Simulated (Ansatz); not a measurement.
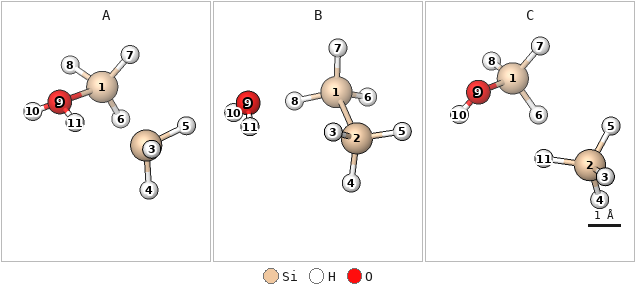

3 geometries from a converged minimum-energy path of Si₂H₈O, made up at the start of Si2H6 and H2O, shuffled. The picture is a ball-and-stick view, seen from a free direction.

Level of theory: RHF/6-31G* (Ansatz). Run with 9 movable images; climbing image; force threshold 0.05 eV/Å; iteration limit 60; starting path through a guess of the saddle point.

**Which of them lies highest in energy?**

A. In order along the path, whose images run from 0 to 10: B (image 3, +5.4 kJ/mol), A (image 5, +252.0 kJ/mol), C (image 7, −94.2 kJ/mol). Breaking: O9–H11 (0.95 → 1.00 at the top → 3.29 Å), Si1–Si2 (2.36 → 3.01 at the top → 4.88 Å). Forming: Si1–O9 (3.28 → 1.85 at the top → 1.65 Å), Si2–H11 (3.84 → 2.37 at the top → 1.48 Å).

Limits of the set-up: the start holds two separate molecules, 3.1 Å apart at their closest, whose relative position is a soft coordinate and is computed without a dispersion correction; Hartree-Fock leaves out electron correlation.
